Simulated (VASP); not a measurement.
# AlN with PBE: from relaxation to properties, part 2 of 4

Aim: relax AlN with PBE, compute its properties on that cell and hold them against experiment. The start is a cell from a database of measured crystal structures.

VASP 6.6.1; PBE; plane waves and PAW (Al, N).

So far, gap on the k-mesh (eV): step 2 (full relaxation (PBE)) 4.06. The relaxed cell has a = 3.128, c = 5.018 Å (conventional setting).

The database entry behind the starting cell differs from later determinations by our own check (inner coordinate u about 0.002 short), so it need not match the best structure at ambient conditions.

## (4) Single point with fields (PBE)

The relaxed cell gets a fresh self-consistent run, on a basis set for its own volume, to fix the density and to check the remaining stress.

Contents of INCAR:

```
SYSTEM = AlN
PREC = Accurate
ENCUT = 520
EDIFF = 1E-06
NELM = 100
ISMEAR = 0
SIGMA = 0.05
LREAL = .FALSE.
ALGO = Normal
GGA = PE
NBANDS = 14
LORBIT = 11
LWAVE = .FALSE.
LCHARG = .TRUE.
ISIF = 2
LELF = .TRUE.
LVHAR = .TRUE.
```

Contents of POSCAR:

```
AlN
1.0
    3.1279388183      0.0000000000      0.0000000000
   -1.5639694091      2.7088744781      0.0000000000
    0.0000000000      0.0000000000      5.0184391277
Al N
2 2
Direct
    0.3333333333      0.6666666667      0.9993397674
    0.6666666667      0.3333333333      0.4993397674
    0.3333333333      0.6666666667      0.3806602326
    0.6666666667      0.3333333333      0.8806602326
```

Contents of KPOINTS:

```
Automatic mesh
0
Gamma
8 8 5
0 0 0
```

PAW data sets: Al and N (PBE family, release 64).

Command:

```console
mpirun -np 4 vasp_std
```

Log:

```text
[banner, memory and clock lines left out]
running    4 mpi-ranks, on    1 nodes
 distrk:  each k-point on    4 cores,    1 groups
 distr:  one band on    1 cores,    4 groups

 POSCAR found type information on POSCAR AlN
 POSCAR found :  2 types and       4 ions
 LDA part: xc-table for (Slater+PW92), standard interpolation
|                                                                             |
|           W    W    AA    RRRRR   N    N  II  N    N   GGGG   !!!           |
|           W    W   A  A   R    R  NN   N  II  NN   N  G    G  !!!           |
|           W    W  A    A  R    R  N N  N  II  N N  N  G       !!!           |
|           W WW W  AAAAAA  RRRRR   N  N N  II  N  N N  G  GGG   !            |
|           WW  WW  A    A  R   R   N   NN  II  N   NN  G    G                |
|           W    W  A    A  R    R  N    N  II  N    N   GGGG   !!!           |
|                                                                             |
|     The number of bands has been changed from the values supplied in        |
|     The orbitals not found in the WAVECAR file will be initialized with     |
|     random numbers, which is usually adequate. For correlated               |
|     calculations, however, you should redo the groundstate calculation.     |
|     I found NBANDS = 14. Now, NBANDS = 16.                                  |
|                                                                             |

 POSCAR, INCAR and KPOINTS ok, starting setup
 FFT: planning ... GRIDC
 FFT: planning ... GRID_SOFT
 FFT: planning ... GRID
 WAVECAR not read
 entering main loop
       N       E                     dE             d eps       ncg     rms          rms(c)
DAV:   1     0.432193690299E+02    0.43219E+02   -0.73068E+03   960   0.893E+02
DAV:   2    -0.307930353532E+02   -0.74012E+02   -0.68001E+02  1352   0.187E+02
DAV:   3    -0.344392492452E+02   -0.36462E+01   -0.36370E+01  1160   0.433E+01
DAV:   4    -0.344617937266E+02   -0.22544E-01   -0.22543E-01  1216   0.385E+00
DAV:   5    -0.344620861333E+02   -0.29241E-03   -0.29240E-03  1240   0.446E-01    0.121E+01
DAV:   6    -0.297656885088E+02    0.46964E+01   -0.10682E+01  1136   0.236E+01    0.411E+00
DAV:   7    -0.297922072752E+02   -0.26519E-01   -0.65798E-01  1032   0.571E+00    0.292E+00
DAV:   8    -0.297850757182E+02    0.71316E-02   -0.61772E-02  1080   0.229E+00    0.620E-01
DAV:   9    -0.297798884843E+02    0.51872E-02   -0.12271E-02  1280   0.818E-01    0.251E-01
DAV:  10    -0.297805247019E+02   -0.63622E-03   -0.23478E-03  1064   0.305E-01    0.136E-01
DAV:  11    -0.297804390079E+02    0.85694E-04   -0.18142E-04  1160   0.103E-01    0.342E-02
DAV:  12    -0.297804422021E+02   -0.31942E-05   -0.12123E-05  1056   0.278E-02    0.720E-03
DAV:  13    -0.297804420158E+02    0.18639E-06   -0.44832E-06  1112   0.162E-02
   1 F= -.29780442E+02 E0= -.29780442E+02  d E =-.411794E-16
```

It took 19 s on 4 MPI ranks of AMD EPYC 7571, shared host; peak memory 0.34 GiB; 60 s of CPU time.

Parts of OUTCAR (step 4):

```text
 Found     30 irreducible k-points:

   k-points           NKPTS =     30   k-points in BZ     NKDIM =     30   number of bands    NBANDS=     16

   NELECT =      16.0000    total number of electrons

 E-fermi :   6.2375

 k-point     1 :       0.0000    0.0000    0.0000
  band No.  band energies     occupation
    ...
      4       5.1360      2.00000
      5       5.1360      2.00000
      6       5.7766      2.00000
      7       5.7766      2.00000
      8       5.9711      2.00000
      9      10.0315      0.00000
     10      12.5046      0.00000
     11      16.4380      0.00000
     12      17.0218      0.00000
     13      17.0218      0.00000
    ...

 k-point     2 :       0.1250    0.0000    0.0000
  band No.  band energies     occupation
    ...
      4       4.2741      2.00000
      5       4.8974      2.00000
      6       4.9510      2.00000
      7       5.7368      2.00000
      8       5.8815      2.00000
      9      10.8674      0.00000
     10      13.2385      0.00000
     11      15.6485      0.00000
     12      15.9600      0.00000
     13      17.5713      0.00000
    ...

  Total        0.0186798      0.0186798     -0.0182677      0.0000000     -0.0000000      0.0000000
  in kB        0.7038271      0.7038271     -0.6883015      0.0000000     -0.0000000      0.0000000
  external PRESSURE =       0.2397842 kB  Pullay stress =       0.0000000 kB

 POSITION                                       TOTAL-FORCE (eV/Angst)
 -----------------------------------------------------------------------------------
     -0.00000      1.80592      5.01513        -0.000000      0.000000     -0.004408
      1.56397      0.90296      2.50591         0.000000     -0.000000     -0.004408
     -0.00000      1.80592      1.91032        -0.000000     -0.000000      0.004408
      1.56397      0.90296      4.41954         0.000000      0.000000      0.004408
 -----------------------------------------------------------------------------------
    total drift:                               -0.000000     -0.000000      0.000531

  FREE ENERGIE OF THE ION-ELECTRON SYSTEM (eV)
  ---------------------------------------------------
  free  energy   TOTEN  =       -29.7804420158 eV

  energy  without entropy=      -29.7804420158  energy(sigma->0) =      -29.78044202

[... 9 parts as in an earlier step ...]

[... 5 further parts left out ...]
```

Numbers from this step:

```yaml
scf_cycles: 13
bands: 16
fermi_energy: 6.237 eV
pressure: 0.02398 GPa
```

Valence electrons inside each PAW sphere by angular momentum. Sphere charges, by row:

| atom | s (e) | p (e) | d (e) | tot (e) |
| --- | --- | --- | --- | --- |
| Al1 | 0.366 | 0.431 | 0 | 0.797 |
| Al2 | 0.366 | 0.431 | 0 | 0.797 |
| N3 | 1.222 | 2.627 | 0 | 3.849 |
| N4 | 1.222 | 2.627 | 0 | 3.849 |

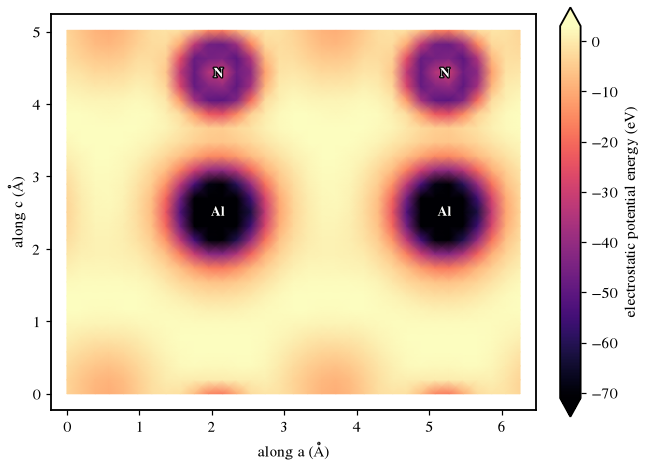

Electrostatic potential energy in the ac plane at fractional y = 0.333, with atoms of Al and N within 0.2 Å of it. With pseudopotentials it is smooth inside the atoms' cores, unlike the true potential.

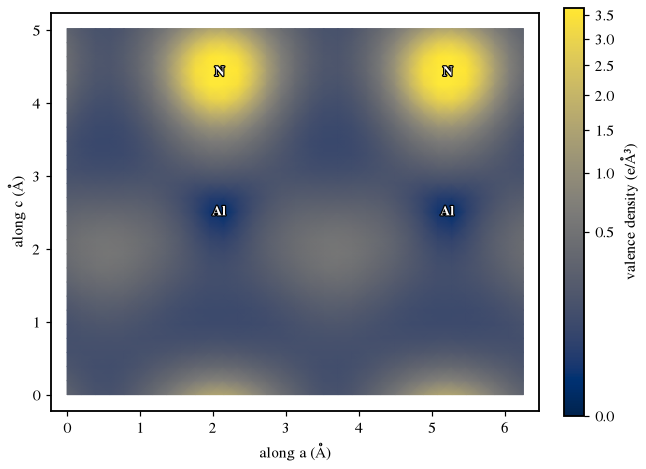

Valence density in the ac plane at fractional y = 0.333, with atoms of Al and N within 0.2 Å of it. It is the smooth field of the valence electrons, not physical close to the nuclei. The colour scale is stretched toward low values.

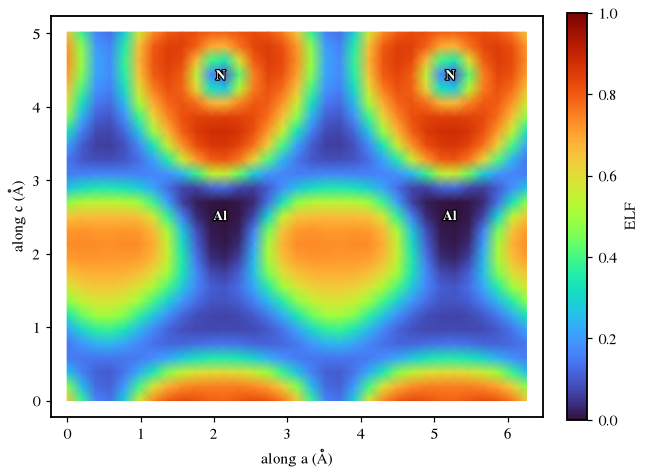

ELF in the ac plane at fractional y = 0.333, with atoms of Al and N within 0.2 Å of it. It is the smooth field of the valence electrons, not physical close to the nuclei.

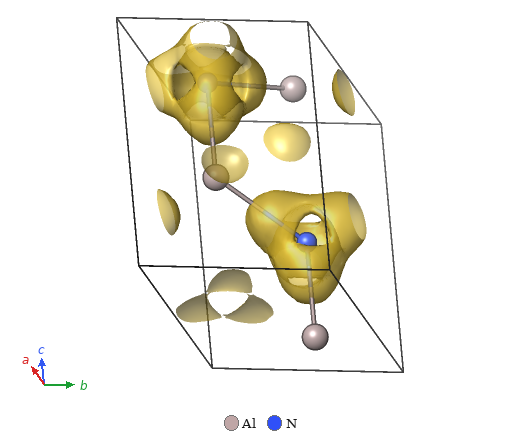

Surface of ELF = 0.81.

In this run the pressure is 0.02 GPa, small enough to go on.

## (5) Band structure (PBE)

The mesh alone shows little of the dispersion and can miss band extrema, so KPOINTS_OPT adds a path through the symmetry points after the self-consistent cycle.

Contents of INCAR:

```
SYSTEM = AlN
PREC = Accurate
ENCUT = 520
EDIFF = 1E-06
NELM = 100
ISMEAR = 0
SIGMA = 0.05
LREAL = .FALSE.
ALGO = Normal
GGA = PE
NBANDS = 22
LORBIT = 11
LWAVE = .FALSE.
LCHARG = .FALSE.
KPAR = 4
```

POSCAR is that of step 4.

KPOINTS is that of step 4.

Contents of KPOINTS_OPT:

```
Line mode
16
Line-mode
Reciprocal
  0.00000000   0.00000000   0.00000000 GAMMA
  0.50000000   0.00000000   0.00000000 M

  0.50000000   0.00000000   0.00000000 M
  0.33333333   0.33333333   0.00000000 K

  0.33333333   0.33333333   0.00000000 K
  0.00000000   0.00000000   0.00000000 GAMMA

  0.00000000   0.00000000   0.00000000 GAMMA
  0.00000000   0.00000000   0.50000000 A

  0.00000000   0.00000000   0.50000000 A
  0.50000000   0.00000000   0.50000000 L

  0.50000000   0.00000000   0.50000000 L
  0.33333333   0.33333333   0.50000000 H

  0.33333333   0.33333333   0.50000000 H
  0.00000000   0.00000000   0.50000000 A

  0.50000000   0.00000000   0.50000000 L
  0.50000000   0.00000000   0.00000000 M

  0.33333333   0.33333333   0.00000000 K
  0.33333333   0.33333333   0.50000000 H
```

Command:

```console
mpirun -np 4 vasp_std
```

Log:

```text
[... set-up lines as in an earlier step ...]
 entering main loop
       N       E                     dE             d eps       ncg     rms          rms(c)
DAV:   1     0.370095423101E+02    0.37010E+02   -0.68850E+03  1320   0.649E+02
DAV:   2    -0.314290246887E+02   -0.68439E+02   -0.64255E+02  1644   0.158E+02
DAV:   3    -0.344433384858E+02   -0.30143E+01   -0.29955E+01  1652   0.308E+01
DAV:   4    -0.344618271857E+02   -0.18489E-01   -0.18487E-01  1530   0.265E+00
DAV:   5    -0.344620869284E+02   -0.25974E-03   -0.25974E-03  1632   0.317E-01    0.121E+01
DAV:   6    -0.297650001250E+02    0.46971E+01   -0.71232E+00  1594   0.172E+01    0.396E+00
DAV:   7    -0.297925418585E+02   -0.27542E-01   -0.64756E-01  1566   0.451E+00    0.297E+00
DAV:   8    -0.297865468875E+02    0.59950E-02   -0.60162E-02  1434   0.179E+00    0.837E-01
DAV:   9    -0.297800076678E+02    0.65392E-02   -0.83430E-03  1578   0.633E-01    0.292E-01
DAV:  10    -0.297804924422E+02   -0.48477E-03   -0.23151E-03  1524   0.251E-01    0.130E-01
DAV:  11    -0.297804391399E+02    0.53302E-04   -0.10866E-04  1584   0.738E-02    0.339E-02
DAV:  12    -0.297804424091E+02   -0.32693E-05   -0.98539E-06  1514   0.189E-02    0.745E-03
DAV:  13    -0.297804419583E+02    0.45089E-06   -0.27835E-06  1582   0.110E-02
   1 F= -.29780442E+02 E0= -.29780442E+02  d E =-.293446E-21
 Start KPOINTS_OPT (optional k-point list driver)
k-point batch [1-30\144]
       N       E                     dE             ncg
DAV:   1     0.230400315387E+04   -0.11073E+05     1320
DAV:   2     0.453078810279E+03   -0.18509E+04     1704
DAV:   3     0.370331231197E+03   -0.82748E+02     1628
DAV:   4     0.369787188392E+03   -0.54404E+00     1542
DAV:   5     0.369778954075E+03   -0.82343E-02     1620
DAV:   6     0.369778777434E+03   -0.17664E-03     1518
DAV:   7     0.369778773255E+03   -0.41797E-05     1550
DAV:   8     0.369778773072E+03   -0.18261E-06     1134
[...]
k-point batch [121-144\144]
       N       E                     dE             ncg
DAV:   1     0.565062752037E+04   -0.14850E+05     1056
DAV:   2     0.431949130814E+04   -0.13311E+04     1364
DAV:   3     0.426655410615E+04   -0.52937E+02     1338
DAV:   4     0.426619321791E+04   -0.36089E+00     1236
DAV:   5     0.426618737298E+04   -0.58449E-02     1304
DAV:   6     0.426618724833E+04   -0.12465E-03     1230
DAV:   7     0.426618724551E+04   -0.28240E-05     1202
DAV:   8     0.426618724533E+04   -0.17455E-06      876
```

Run time: 61 s. Hardware: 4 MPI ranks; peak memory 0.6 GiB; 3.6 min of CPU time.

OUTCAR, selected parts (step 5):

```text
   k-points           NKPTS =     30   k-points in BZ     NKDIM =     30   number of bands    NBANDS=     22

   NELECT =      16.0000    total number of electrons

 E-fermi :   6.2884

 k-point     1 :       0.0000    0.0000    0.0000
  band No.  band energies     occupation
    ...
      4       5.1361      2.00000
      5       5.1361      2.00000
      6       5.7767      2.00000
      7       5.7767      2.00000
      8       5.9712      2.00000
      9      10.0316      0.00000
     10      12.5047      0.00000
     11      16.4380      0.00000
     12      17.0218      0.00000
     13      17.0218      0.00000
    ...

  Total        0.0175022      0.0175022     -0.0194474      0.0000000      0.0000000      0.0000000
  in kB        0.6594568      0.6594568     -0.7327523      0.0000000      0.0000000      0.0000000
  external PRESSURE =       0.1953871 kB  Pullay stress =       0.0000000 kB

 POSITION                                       TOTAL-FORCE (eV/Angst)
 -----------------------------------------------------------------------------------
     -0.00000      1.80592      5.01513         0.000000      0.000000     -0.004416
      1.56397      0.90296      2.50591        -0.000000      0.000000     -0.004416
     -0.00000      1.80592      1.91032         0.000000     -0.000000      0.004416
      1.56397      0.90296      4.41954        -0.000000      0.000000      0.004416
 -----------------------------------------------------------------------------------
    total drift:                               -0.000000     -0.000000      0.000625

  FREE ENERGIE OF THE ION-ELECTRON SYSTEM (eV)
  ---------------------------------------------------
  free  energy   TOTEN  =       -29.7804419583 eV

  energy  without entropy=      -29.7804419583  energy(sigma->0) =      -29.78044196

[... 8 parts as in an earlier step ...]

[... 8 further parts left out ...]
```

This step gave:

```yaml
bands: 22
fermi_energy: 6.288 eV
pressure: 0.01954 GPa
least_gap_on_mesh_and_path: 4.060 eV
least_direct_gap_on_mesh_and_path: 4.060 eV
```

The electronic bands at the labelled points (eV, zero at the valence-band top; v1 is the highest filled band, c1 the lowest empty one):

| point | v4 | v3 | v2 | v1 | c1 | c2 | c3 | c4 |
| --- | --- | --- | --- | --- | --- | --- | --- | --- |
| Γ | -0.84 | -0.19 | -0.19 | 0.00 | 4.06 | 6.53 | 10.47 | 11.05 |
| M | -3.29 | -2.05 | -1.74 | -0.68 | 5.76 | 5.77 | 8.04 | 10.16 |
| K | -3.75 | -2.41 | -2.34 | -2.34 | 5.05 | 8.29 | 9.56 | 9.56 |
| Γ | -0.84 | -0.19 | -0.19 | 0.00 | 4.06 | 6.53 | 10.47 | 11.05 |
| A | -0.52 | -0.52 | -0.52 | -0.52 | 6.33 | 6.33 | 10.18 | 10.18 |
| L | -1.43 | -1.43 | -1.34 | -1.34 | 5.25 | 5.25 | 9.16 | 9.16 |
| H | -3.79 | -3.79 | -0.79 | -0.79 | 7.36 | 7.36 | 7.72 | 7.72 |
| A | -0.52 | -0.52 | -0.52 | -0.52 | 6.33 | 6.33 | 10.18 | 10.18 |
| jump to L | -1.43 | -1.43 | -1.34 | -1.34 | 5.25 | 5.25 | 9.16 | 9.16 |
| M | -3.29 | -2.05 | -1.74 | -0.68 | 5.76 | 5.77 | 8.04 | 10.16 |
| jump to K | -3.75 | -2.41 | -2.34 | -2.34 | 5.05 | 8.29 | 9.56 | 9.56 |
| H | -3.79 | -3.79 | -0.79 | -0.79 | 7.36 | 7.36 | 7.72 | 7.72 |

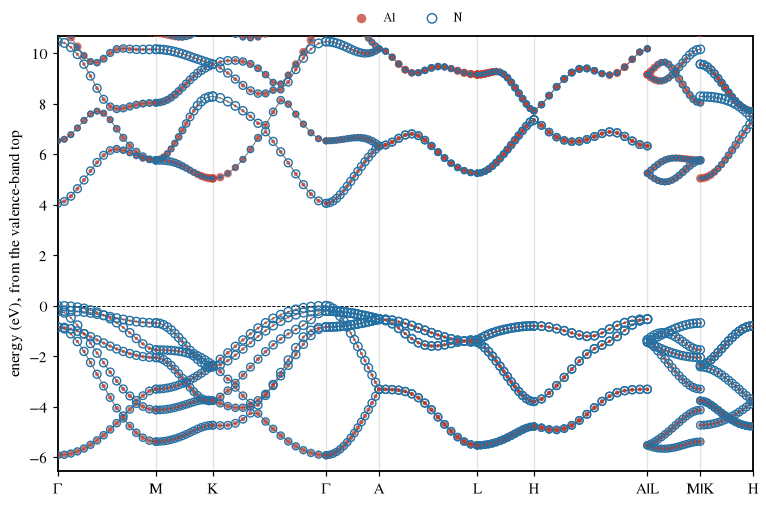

Electronic bands along the path; dots are coloured as in the legend, and their area grows with the weight.

The path finds the gap of the mesh within 0.02 eV, so the mesh comes close to both band edges.

## (6) Total and projected DOS (PBE)

Here the states are counted by energy and projected on the atoms. The mesh is finer than in the run before.

INCAR: that of step 5 with these lines changed.

```diff
@@ -5,3 +5,3 @@
 NELM = 100
-ISMEAR = 0
+ISMEAR = -5
 SIGMA = 0.05
@@ -15 +15,2 @@
 KPAR = 4
+NEDOS = 2001
```

POSCAR is that of step 5.

Contents of KPOINTS:

```
Automatic mesh
0
Gamma
12 12 7
0 0 0
```

Command:

```console
mpirun -np 4 vasp_std
```

Log:

```text
[... set-up lines as in an earlier step ...]
 entering main loop
       N       E                     dE             d eps       ncg     rms          rms(c)
DAV:   1     0.353368697428E+02    0.35337E+02   -0.68894E+03  3352   0.653E+02
DAV:   2    -0.315024069474E+02   -0.66839E+02   -0.62820E+02  4188   0.157E+02
DAV:   3    -0.344436430816E+02   -0.29412E+01   -0.29221E+01  4204   0.303E+01
DAV:   4    -0.344618282213E+02   -0.18185E-01   -0.18183E-01  3884   0.263E+00
DAV:   5    -0.344620812818E+02   -0.25306E-03   -0.25306E-03  4184   0.314E-01    0.121E+01
DAV:   6    -0.297650225249E+02    0.46971E+01   -0.71084E+00  4066   0.172E+01    0.396E+00
DAV:   7    -0.297926285282E+02   -0.27606E-01   -0.64819E-01  3986   0.452E+00    0.297E+00
DAV:   8    -0.297866449032E+02    0.59836E-02   -0.60223E-02  3698   0.179E+00    0.837E-01
DAV:   9    -0.297800835743E+02    0.65613E-02   -0.83589E-03  4034   0.634E-01    0.293E-01
DAV:  10    -0.297805687107E+02   -0.48514E-03   -0.23254E-03  3830   0.251E-01    0.130E-01
DAV:  11    -0.297805152698E+02    0.53441E-04   -0.10906E-04  4016   0.740E-02    0.339E-02
DAV:  12    -0.297805185251E+02   -0.32553E-05   -0.98961E-06  3886   0.190E-02    0.746E-03
DAV:  13    -0.297805180685E+02    0.45660E-06   -0.27970E-06  4030   0.110E-02
   1 F= -.29780518E+02 E0= -.29780518E+02  d E =0.000000E+00
```

Run time: 44 s. Hardware: 4 MPI ranks; peak memory 0.65 GiB; 2.5 min of CPU time.

From OUTCAR (step 6):

```text
   k-points           NKPTS =     76   k-points in BZ     NKDIM =     76   number of bands    NBANDS=     22

   NELECT =      16.0000    total number of electrons

 E-fermi :   5.9737

 k-point     1 :       0.0000    0.0000    0.0000
  band No.  band energies     occupation
    ...
      4       5.1360      2.00000
      5       5.1360      2.00000
      6       5.7767      2.00000
      7       5.7767      2.00000
      8       5.9711      2.00000
      9      10.0315      0.00000
     10      12.5046      0.00000
     11      16.4379      0.00000
     12      17.0218      0.00000
     13      17.0218      0.00000
    ...

  Total        0.0172834      0.0172834     -0.0190029      0.0000000      0.0000000      0.0000000
  in kB        0.6512149      0.6512149     -0.7160012      0.0000000      0.0000000      0.0000000
  external PRESSURE =       0.1954762 kB  Pullay stress =       0.0000000 kB

 POSITION                                       TOTAL-FORCE (eV/Angst)
 -----------------------------------------------------------------------------------
     -0.00000      1.80592      5.01513         0.000000      0.000000     -0.004343
      1.56397      0.90296      2.50591        -0.000000      0.000000     -0.004343
     -0.00000      1.80592      1.91032         0.000000      0.000000      0.004343
      1.56397      0.90296      4.41954        -0.000000      0.000000      0.004343
 -----------------------------------------------------------------------------------
    total drift:                               -0.000000     -0.000000      0.000620

  FREE ENERGIE OF THE ION-ELECTRON SYSTEM (eV)
  ---------------------------------------------------
  free  energy   TOTEN  =       -29.7805180685 eV

  energy  without entropy=      -29.7805180685  energy(sigma->0) =      -29.78051807

[... 8 parts as in an earlier step ...]

[... 8 further parts left out ...]
```

This step gave:

| Property | Result |
| --- | --- |
| irreducible k-points | 76 |
| Fermi energy | 5.974 eV |
| pressure | 0.01955 GPa |

The density of states has structure finer than the step of the table below, so its rows give means over 2 eV, whole bins alone (the curve runs from -12.0 to 11.5 eV). Peaks (eV: height): total -4.8: 3.52, -1.3: 4.12, -0.9: 5.66, 9.7: 3.54; N p -4.8: 1.10, -1.3: 2.11, -0.9: 3.11, 9.7: 0.652; Al p -1.3: 0.298, -0.9: 0.368, 9.0: 0.229, 9.7: 0.272; Al s -4.8: 0.399, 9.0: 0.306, 9.7: 0.301, 11.0: 0.439; N s -4.6: 0.0727, 6.0: 0.198, 7.1: 0.100, 8.7: 0.125.

States under -12.0 eV and over 11.5 eV are left out. Density of states against energy, zero at the valence-band top; means over each step; values in states/eV/cell:

| energy (eV) | total | N p | Al p | Al s | N s |
| --- | --- | --- | --- | --- | --- |
| -8 | 0 | 0 | 0 | 0 | 0 |
| -6 | 0.441 | 0.133 | 0.0198 | 0.0539 | 0.00495 |
| -4 | 1.80 | 0.608 | 0.0888 | 0.173 | 0.0482 |
| -2 | 2.55 | 1.21 | 0.191 | 0.0574 | 0.0196 |
| 0 | 1.22 | 0.686 | 0.0672 | 0.00431 | 0.00167 |
| 2 | 0 | 0 | 0 | 0 | 0 |
| 4 | 0.0193 | 0.00180 | 3.8e-4 | 0.00176 | 0.00517 |
| 6 | 1.53 | 0.178 | 0.123 | 0.0552 | 0.110 |
| 8 | 1.25 | 0.194 | 0.0805 | 0.0972 | 0.0698 |
| 10 | 1.70 | 0.285 | 0.146 | 0.168 | 0.0345 |

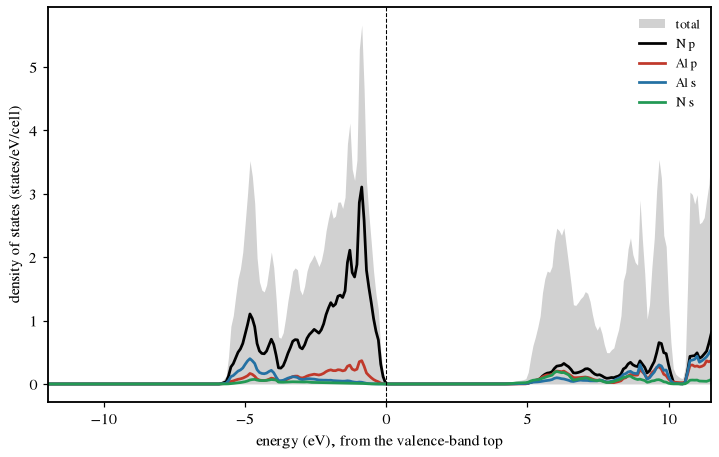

Density of states against energy.

The gap on this mesh is 4.06 eV. In the top eV of the valence band the largest shares in the PAW spheres are N p 56 % and Al p 5 %; in the lowest eV of the conduction band, N s 24 %, N p 9 % and Al s 9 %. The rest lies in smaller channels or between the spheres.

(Continued in part 3 of 4.)

[Lines on the potential files, build, host, timing and source positions are cut from VASP's logs without a mark.]

[Logs are printed without paths, hosts, clocks, repeated set-up lines and the standing remarks that a program may print on its own settings, such as how far it seeks lower states.]

[Hosts, paths, dates, database ids (printed as entryN), source tags and the programs' standing remarks are cut or masked in the printed files.]

[Measured values are set beside computed ones only where the two were judged alike; some that the calculation misses by far are left out.]
